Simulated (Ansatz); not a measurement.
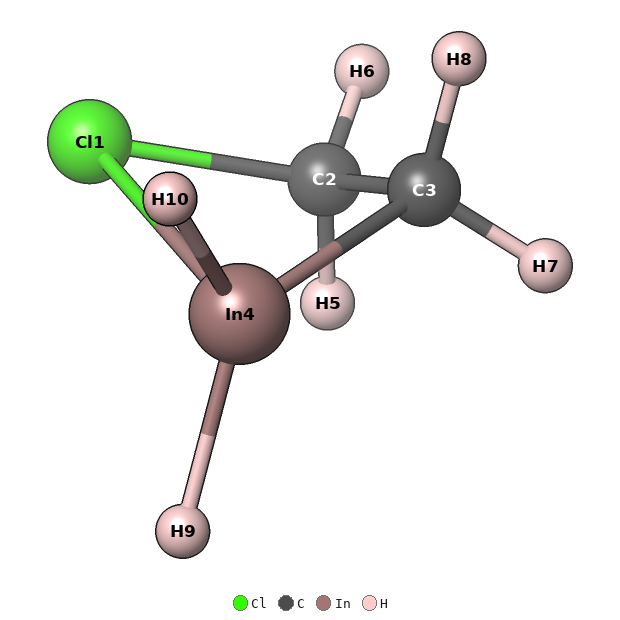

Atoms fade into the background with distance from the viewer. Computed geometry: PBE0-D4/def2-TZVP optimisation.

**How is the 4-membered ring Cl1–C2–C3–In4 puckered?**

It is puckered (butterfly). The Cremer–Pople amplitude Q is 0.38 Å.

**Give the torsion angles round the ring, beginning with the bond from its second to its third atom.**

34°, −22°, 18°, −25°.
